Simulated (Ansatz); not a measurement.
**CH6SeSi2: how energies converge with the basis set**

How large a basis does CH6SeSi2 need? Two functionals are run in growing sets.

Program: Ansatz 0.2.0, Gaussian basis. Level of theory: one geometry, several basis sets. These are calculated values, not measurements.

Levels to be run: PBE0-D4/def2-SVP; ωB97M-V/def2-SVP; PBE0-D4/def2-QZVPP; ωB97M-V/def2-QZVPP; the functionals' def2-TZVPP values are taken from earlier runs.

## (1) The relaxed structure

The geometry comes from an earlier relaxation with PBE0-D4 in a triple-zeta def2 set; it is a stationary point, not always the lowest conformer.

10 atoms, charge 0, spin multiplicity 1.

Atoms are counted from 1 here; the program's logs count them from 0.

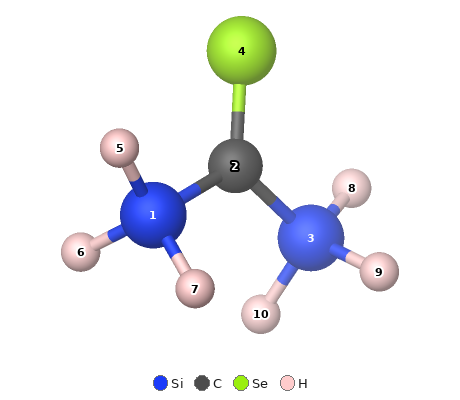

The geometry (silicon blue, carbon dark grey, selenium green, hydrogen pink); atoms are numbered from 1 in the order of the file.

## (2) PBE0-D4 in def2-SVP

The input, in.yaml:

```yaml
crystal:
  periodic: [false, false, false]
  atoms:
    - {symbol: Si, position_ang: [-0.444108, 1.364686, -0.797220]}
    - {symbol: C, position_ang: [-0.419509, -0.463936, -0.374188]}
    - {symbol: Si, position_ang: [0.678635, -1.106309, 1.005813]}
    - {symbol: Se, position_ang: [-1.437681, -1.587614, -1.281356]}
    - {symbol: H, position_ang: [-1.056354, 1.586066, -2.127488]}
    - {symbol: H, position_ang: [-1.224595, 2.065270, 0.258906]}
    - {symbol: H, position_ang: [0.947795, 1.893774, -0.764474]}
    - {symbol: H, position_ang: [0.268713, -2.470997, 1.408869]}
    - {symbol: H, position_ang: [2.081128, -1.108861, 0.507828]}
    - {symbol: H, position_ang: [0.605978, -0.172071, 2.163300]}
basis:
  gaussian: {orbitals: def2-SVP}
hamiltonian: {xc: pbe0, dispersion: d4}
output: {orbitals: {seedname: orbitals}}
```

On the command line:

```console
> ansatz run in.yaml --threads 2 --pin off --events-out ev --progress --plain --max-ram 31744MiB --backend cpu
```

What it wrote:

```text
Functional definition: PBE0
  name "PBE0"
  cite "Adamo & Barone, J. Chem. Phys. 110, 6158 (1999) doi:10.1063/1.478522"
  cite "Perdew, Burke & Ernzerhof, Phys. Rev. Lett. 77, 3865 (1996) doi:10.1103/PhysRevLett.77.3865"
  parent pbe
  parameter a = 0.25
  parameter kappa = 0.804
  parameter beta = 0.06672455060314922
  exchange = (1 - a)*pbe_x(kappa = kappa, mu = beta*pi^2/3) + a*exact_x
  correlation = pbe_c(beta = beta)
1089 factors; integrals over basis functions are off by at most 1.2e-3 eV
mean field evaluation 1: about -82205.0364 eV, gradient 3.8e1 eV
mean field evaluation 2: about -82194.0432 eV, gradient 6.8e1 eV
mean field evaluation 4: about -82208.6820 eV, gradient 1.8e0 eV
mean field evaluation 8: about -82208.7270 eV, gradient 1.5e-1 eV
mean field evaluation 16: about -82208.7271 eV, gradient 6.9e-5 eV
mean field -82208.72710426 eV, -3021.1149980049 hartree, gradient 6.9e-5 eV, S^2 0.000000; 0 other end points of the search recorded, 0 dependent functions left out
reference -82208.72713257 eV, -3021.1149990454 hartree; 37, 37 occupied and 75, 75 virtual orbitals, 1089 factors
Total energy: -82208.97031045 eV, -3021.1239356674 hartree
```

Wall time 2 s (2 threads of AMD EPYC 7R13, shared host).

## (3) ωB97M-V in def2-SVP

Changes to in.yaml since step 2:

```diff
@@ -15,3 +15,3 @@
   gaussian: {orbitals: def2-SVP}
-hamiltonian: {xc: pbe0, dispersion: d4}
+hamiltonian: {xc: {name: wB97M-V}}
 output: {orbitals: {seedname: orbitals}}
```

Same command.

What it wrote (excerpt; [...] marks lines left out):

```text
Functional definition: wB97M-V
  name "wB97M-V"
  cite "Mardirossian & Head-Gordon, J. Chem. Phys. 144, 214110 (2016) doi:10.1063/1.4952647"
  cite "Becke, J. Chem. Phys. 107, 8554 (1997) doi:10.1063/1.475007"
  cite "Vydrov & Van Voorhis, J. Chem. Phys. 133, 244103 (2010) doi:10.1063/1.3521275"
  # Of w^i u^j: cxij and so on, Table III.
[...]
  gx(w, u) = 1 - cx + cx01*u + cx10*w
  gss(w, u) = css00 + css04*u^4 + css10*w + css20*w^2 + css43*w^4*u^3
  gos(w, u) = cos00 + cos10*w + (cos20 + cos21*u)*w^2 + (cos60 + cos61*u)*w^6
[...]
      + integral(e_c_pw_mod_opposite_spin*gos(b97_w_opposite, b97_u_opposite)) + vv10(b, c)
1089 factors; integrals over basis functions are off by at most 1.2e-3 eV
344 factors; integrals over basis functions are off by at most 6.0e-6 eV
[...]
mean field -82218.84338756 eV, -3021.4867645590 hartree, gradient 3.5e-5 eV, S^2 0.000000; 0 other end points of the search recorded, 0 dependent functions left out
reference -82218.84343403 eV, -3021.4867662669 hartree; 37, 37 occupied and 75, 75 virtual orbitals, 1089 factors
Total energy: -82218.84343403 eV, -3021.4867662669 hartree
```

It took 8 s on 2 threads of AMD EPYC 7R13, shared host.

## (4) PBE0-D4 in def2-QZVPP

Changes to in.yaml since step 3:

```diff
@@ -14,4 +14,4 @@
 basis:
-  gaussian: {orbitals: def2-SVP}
-hamiltonian: {xc: {name: wB97M-V}}
+  gaussian: {orbitals: "def2-QZVPP.json"}
+hamiltonian: {xc: pbe0, dispersion: d4}
 output: {orbitals: {seedname: orbitals}}
```

On the command line:

```console
> ansatz run in.yaml --threads 2 --pin off --events-out ev --progress --plain --max-ram 31744MiB --backend cuda --devices 0, --max-vram 18GiB
```

What it wrote:

```text
Functional definition: PBE0
  name "PBE0"
  cite "Adamo & Barone, J. Chem. Phys. 110, 6158 (1999) doi:10.1063/1.478522"
  cite "Perdew, Burke & Ernzerhof, Phys. Rev. Lett. 77, 3865 (1996) doi:10.1103/PhysRevLett.77.3865"
  parent pbe
  parameter a = 0.25
  parameter kappa = 0.804
  parameter beta = 0.06672455060314922
  exchange = (1 - a)*pbe_x(kappa = kappa, mu = beta*pi^2/3) + a*exact_x
  correlation = pbe_c(beta = beta)
1867 factors; their error is unknown
mean field evaluation 1: about -82217.7202 eV, gradient 5.5e1 eV
mean field evaluation 2: about -82196.1475 eV, gradient 1.0e2 eV
mean field evaluation 4: about -82225.1764 eV, gradient 3.9e0 eV
mean field evaluation 8: about -82225.2019 eV, gradient 9.5e-2 eV
mean field evaluation 16: about -82225.4134 eV, gradient 5.9e-5 eV
mean field -82225.41337021 eV, -3021.7282069682 hartree, gradient 5.9e-5 eV, S^2 0.000000; 0 other end points of the search recorded, 0 dependent functions left out
reference -82225.41341407 eV, -3021.7282085802 hartree; 37, 37 occupied and 429, 429 virtual orbitals, 1867 factors
Total energy: -82225.65659195 eV, -3021.7371452023 hartree
```

Wall time 3.2 s (1 × H100 (card shared with other runs) with 2 threads of AMD EPYC 7R13, shared host); peak host memory 1.1 GiB.

## (5) ωB97M-V in def2-QZVPP

Changes to in.yaml since step 4:

```diff
@@ -15,3 +15,3 @@
   gaussian: {orbitals: "def2-QZVPP.json"}
-hamiltonian: {xc: pbe0, dispersion: d4}
+hamiltonian: {xc: {name: wB97M-V}}
 output: {orbitals: {seedname: orbitals}}
```

Same command.

What it wrote (excerpt; [...] marks lines left out):

```text
Functional definition: wB97M-V
  name "wB97M-V"
  cite "Mardirossian & Head-Gordon, J. Chem. Phys. 144, 214110 (2016) doi:10.1063/1.4952647"
  cite "Becke, J. Chem. Phys. 107, 8554 (1997) doi:10.1063/1.475007"
  cite "Vydrov & Van Voorhis, J. Chem. Phys. 133, 244103 (2010) doi:10.1063/1.3521275"
  # Of w^i u^j: cxij and so on, Table III.
[...]
  gx(w, u) = 1 - cx + cx01*u + cx10*w
  gss(w, u) = css00 + css04*u^4 + css10*w + css20*w^2 + css43*w^4*u^3
  gos(w, u) = cos00 + cos10*w + (cos20 + cos21*u)*w^2 + (cos60 + cos61*u)*w^6
[...]
      + integral(e_c_pw_mod_opposite_spin*gos(b97_w_opposite, b97_u_opposite)) + vv10(b, c)
1802 factors; their error is unknown
399 factors; integrals over basis functions are off by at most 1.1e-5 eV
[...]
mean field -82235.53214536 eV, -3022.1000650963 hartree, gradient 7.9e-5 eV, S^2 0.000000; 0 other end points of the search recorded, 0 dependent functions left out
reference -82235.53221598 eV, -3022.1000676915 hartree; 37, 37 occupied and 429, 429 virtual orbitals, 1802 factors
Total energy: -82235.53221598 eV, -3022.1000676915 hartree
```

Run time: 3.8 s. Hardware: 1 × H100 (card shared with other runs) with 2 threads of AMD EPYC 7R13, shared host; peak host memory 1.2 GiB.

## (6) Functionals by basis

The def2-TZVPP values come from earlier runs at the same geometry.

```
functional       basis  functions  energy (eV)  from the largest (eV)  HOMO (eV)  LUMO (eV)
   PBE0-D4    def2-SVP        112  -82208.9703                 16.686      -6.10      -3.21
   PBE0-D4  def2-TZVPP        247  -82223.6853                  1.971      -6.21      -3.31
   PBE0-D4  def2-QZVPP        466  -82225.6566                  0.000      -6.22      -3.33
   ωB97M-V    def2-SVP        112  -82218.8434                 16.689      -8.23      -1.10
   ωB97M-V  def2-TZVPP        247  -82233.6505                  1.882      -8.36      -1.26
   ωB97M-V  def2-QZVPP        466  -82235.5322                  0.000      -8.38      -1.29
```

## (7) What came out

| quantity | value |
| --- | --- |
| PBE0-D4: double and triple zeta above quadruple | 16.69, 1.97 eV |
| ωB97M-V: double and triple zeta above quadruple | 16.69, 1.88 eV |

**Reading.** PBE0-D4 gains 14.72 eV from double to triple zeta, then 1.97 eV more. Total energies overstate the basis error of differences, where much of it tends to cancel.
